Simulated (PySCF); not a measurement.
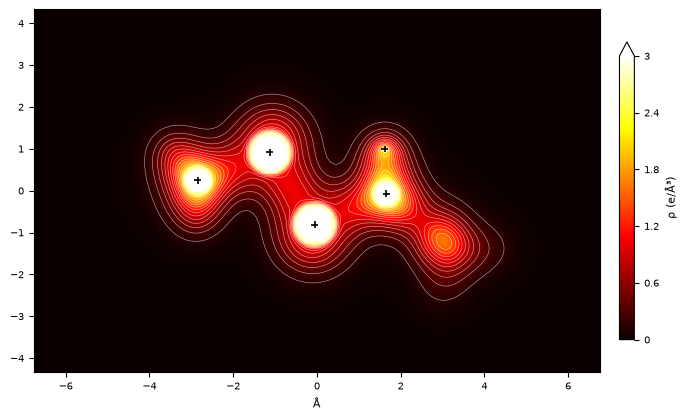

The electron density on a plane through atoms (crosses mark nuclei in the plane).

Theory: PBE0/pcSseg-1, SCF density, gas phase, non-relativistic (PySCF 2.14.0).

Candidates:
A. C3H7F3N (SMILES C[C@H]([NH3+])C(F)(F)F) (charge +1)
B. CH5NSi (SMILES C=N[SiH3])
C. C5H12P2Si (SMILES [SiH3]C/P=P/C1CCC1)

Which candidate gave the map?

Candidate C: C5H12P2Si on the plane of atoms C2, P3 and P4, which holds C, P and H. C–P (1.85 Å): ρ is about 1.1 e/Å³ halfway. P–P (2.03 Å): ρ at the midpoint is about 1 e/Å³.
